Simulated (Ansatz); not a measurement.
# One shape, several levels: SiSe (SMILES [Si][Se])

We compute a comparison of 6 runs (UPBE0/STO-3G, r2SCAN/STO-3G, r2SCAN0/STO-3G, revPBE/STO-3G, wB97X/STO-3G, MP2/STO-3G) of SiSe. 

Program for the calculation: Ansatz 0.2.0.

53 further runs of the same task are left out: 13 that didn't finish, 40 set aside as unsound or not needed.

### Step 1. The molecule

The species is SiSe (2 atoms), meant as a singlet with charge 0. As SMILES, `[Si][Se]`. The Se2–Si1 distance was set to 4.123 Å, away from the relaxed value.

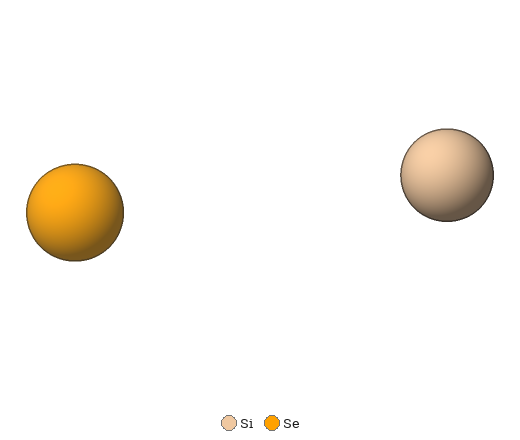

The structure, seen from a chosen angle (silicon light orange, selenium orange).

### Step 2. The energy at UPBE0/STO-3G (run 1)

in.yaml

```yaml
crystal:
  periodic: [false, false, false]
  atoms:
    - {symbol: Si, position_ang: [0.000000, 0.000000, -2.030210]}
    - {symbol: Se, position_ang: [-0.000000, -0.000000, 2.093090]}
basis:
  gaussian:
    orbitals: STO-3G
magnetization:
  spin_polarized: true
hamiltonian:
  xc: pbe0
accuracy: high
```

The run is started by

```
$ ansatz run in.yaml --threads 1 --pin off --max-ram 3480MiB --events-out events.jsonl --progress --plain --runs-dir runs
```

Output:

```text
Warning: RAYON_NUM_THREADS=1 ignored (pool sized by the plan → 1); use --threads N
Functional definition: PBE0
  name "PBE0"
  parameter a = 0.25
  parameter kappa = 0.804
  parameter beta = 0.06672455060314922
  exchange = (1 - a)*pbe_x(kappa = kappa, mu = beta*pi^2/3) + a*exact_x
  correlation = pbe_c(beta = beta)
327 factors; integrals over basis functions are off by at most 4.0e-9 eV
mean field evaluation 1: about -72370.2967 eV, gradient 9.2e0 eV
mean field evaluation 2: about -72244.1837 eV, gradient 1.6e1 eV
mean field evaluation 4: about -72377.5137 eV, gradient 2.1e1 eV
mean field evaluation 8: about -72377.5115 eV, gradient 2.1e1 eV
mean field evaluation 16: about -72390.7176 eV, gradient 4.0e-3 eV
mean field evaluation 32: about -72393.5768 eV, gradient 1.2e-5 eV
mean field evaluation 64: about -72369.1614 eV, gradient 4.2e1 eV
mean field evaluation 96: about -72391.2016 eV, gradient 4.3e0 eV
mean field evaluation 128: about -72393.3856 eV, gradient 2.5e-4 eV
mean field evaluation 160: about -72392.9783 eV, gradient 4.1e0 eV
mean field evaluation 192: about -72393.5730 eV, gradient 2.5e-2 eV
mean field evaluation 224: about -72392.6789 eV, gradient 1.5e-1 eV
mean field evaluation 256: about -72393.5711 eV, gradient 1.4e-1 eV
mean field -72393.57678809 eV, -2660.4148768337 hartree, gradient 2.5e-8 eV, S^2 1.795800; 16 other end points of the search recorded, 0 dependent functions left out
reference -72393.57678963 eV, -2660.4148768901 hartree; 24, 24 occupied and 3, 3 virtual orbitals, 327 factors
Total energy: -72393.57678963 eV, -2660.4148768901 hartree
```

Wall time 19 s (1 thread of Arm Neoverse V1, shared host); peak memory 0.13 GiB.

### Step 3. The energy at r2SCAN/STO-3G (run 2)

run.yaml

```yaml
crystal:
  periodic: [false, false, false]
  atoms:
    - {symbol: Si, position_ang: [0.000000, 0.000000, -2.030210]}
    - {symbol: Se, position_ang: [-0.000000, -0.000000, 2.093090]}
basis:
  gaussian: {orbitals: STO-3G}
hamiltonian: {xc: r2scan}
accuracy: high
```

The run is started by

```
$ ansatz run run.yaml --threads 1 --pin off --max-ram 3480MiB --events-out events.jsonl --progress --plain --runs-dir runs
```

Output, shortened:

```text
Warning: RAYON_NUM_THREADS=1 ignored (pool sized by the plan → 1); use --threads N
Functional definition: r2SCAN
  name "r2SCAN"
[...]
327 factors; integrals over basis functions are off by at most 4.0e-9 eV
[...]
mean field -72402.35589667 eV, -2660.7375031233 hartree, gradient 2.0e-8 eV, S^2 0.000000; 10 other end points of the search recorded, 0 dependent functions left out
reference -72402.35589703 eV, -2660.7375031365 hartree; 24, 24 occupied and 3, 3 virtual orbitals, 327 factors
Total energy: -72402.35589703 eV, -2660.7375031365 hartree
```

Wall time 20 s (1 thread of Arm Neoverse V1, shared host); peak memory 0.13 GiB.

Runs 3 to 4 aren't shown in full; the table further down has their settings and results.

### Step 4. The energy at wB97X/STO-3G (run 5)

input.yaml

```yaml
crystal:
  periodic: [false, false, false]
  atoms:
    - {symbol: Si, position_ang: [0.000000, 0.000000, -2.030210]}
    - {symbol: Se, position_ang: [-0.000000, -0.000000, 2.093090]}
basis:
  gaussian:
    orbitals: STO-3G
hamiltonian:
  xc: {name: wB97X}
accuracy: high
```

The run is started by

```
$ ansatz run input.yaml --threads 1 --pin off --max-ram 3480MiB --events-out events.jsonl --progress --plain --runs-dir runs
```

Output, shortened:

```text
Warning: RAYON_NUM_THREADS=1 ignored (pool sized by the plan → 1); use --threads N
Functional definition: wB97X
  name "wB97X"
[...]
      + exact_x_lr(omega)
[...]
      + integral(e_c_pw_opposite_spin*poly(b97_u_opposite, 1, cos1, cos2, cos3, cos4))
327 factors; integrals over basis functions are off by at most 4.0e-9 eV
113 factors; integrals over basis functions are off by at most 1.0e-9 eV
[...]
mean field -72400.94714549 eV, -2660.6857324723 hartree, gradient 3.0e-8 eV, S^2 0.000000; 2 other end points of the search recorded, 0 dependent functions left out
reference -72400.94714388 eV, -2660.6857324131 hartree; 24, 24 occupied and 3, 3 virtual orbitals, 327 factors
Total energy: -72400.94714388 eV, -2660.6857324131 hartree
```

It took 6 s on 1 thread of Arm Neoverse V1, shared host; peak memory 0.21 GiB.

### Step 5. A single-point energy at MP2/STO-3G (run 6)

job.yaml

```yaml
crystal:
  periodic: [false, false, false]
  atoms:
    - symbol: Si
      position_ang: [0.000000, 0.000000, -2.030210]
    - symbol: Se
      position_ang: [-0.000000, -0.000000, 2.093090]
basis:
  gaussian:
    orbitals: STO-3G
accuracy: high
correlation:
  method: mp2
  frozen_orbitals: {Se: 9, Si: 5}
```

The run is started by

```
$ ansatz run job.yaml --threads 1 --pin off --max-ram 3480MiB --events-out events.jsonl --progress --plain --runs-dir runs
```

Output, shortened:

```text
Warning: RAYON_NUM_THREADS=1 ignored (pool sized by the plan → 1); use --threads N
Functional definition: HF
  name "HF"
[...]
327 factors; integrals over basis functions are off by at most 4.0e-9 eV
[...]
mean field -72350.54990485 eV, -2658.8336680391 hartree, gradient 3.7e-9 eV, S^2 0.000000; 21 other end points of the search recorded, 0 dependent functions left out; unrestricted orbitals would lower it
unrestricted determinant -72353.39409843 eV, -2658.9381902255 hartree, S^2 1.9805
14 core orbitals not correlated: weight in the atoms' cores, before any rotation towards them, 1.000 or more for the frozen orbitals, at most 0.000 for the correlated occupied ones
reference -72350.54990485 eV, -2658.8336680391 hartree; 10, 10 occupied and 3, 3 virtual orbitals, 327 factors
second order -0.79863367 eV of doubles, -0.00000000 eV of singles
WARN: the method's energy lies above the unrestricted determinant's, so it is not that of the lowest state
Total energy: -72351.34853851 eV, -2658.8630172850 hartree
```

Run time: 1.1 s. Hardware: 1 thread of Arm Neoverse V1, shared host.

### Step 6. All runs side by side

```csv
run,level,frozen core orbitals,energy (Eh),wall time
1,UPBE0/STO-3G,–,-2660.414877,19 s
2,r2SCAN/STO-3G,–,-2660.737503,20 s
3,r2SCAN0/STO-3G,–,-2660.763856,4.5 s
4,revPBE/STO-3G,–,-2660.421392,5.4 s
5,wB97X/STO-3G,–,-2660.685732,6 s
6,MP2/STO-3G,14,-2658.863017,1.1 s
```

### Step 7. Results

| quantity | value |
| --- | --- |
| run 6: total energy | -2658.86302 Eh |
| run 6: correlation energy (14 core orbitals frozen) | -29.3 mEh |

What this shows: Totals of different functionals can't be ranked against each other. In run 6 the log says that unrestricted orbitals would lower the reference, so the values rest on an unstable closed-shell determinant (other closed-shell runs at this shape may share the fault). In runs 1, 2, 3, 4, 5, 6 the basis is minimal, so the values are rough. In runs 2, 3, 4, 5, 6 a closed-shell determinant meets a far-stretched bond, which it describes badly. Spin contamination of the reference: run 1 ⟨S²⟩ = 1.80. Where it is this large, the reference is a mixture of spin states, and values that rest on it are in doubt. All runs together took 57 s, the longest 20 s.
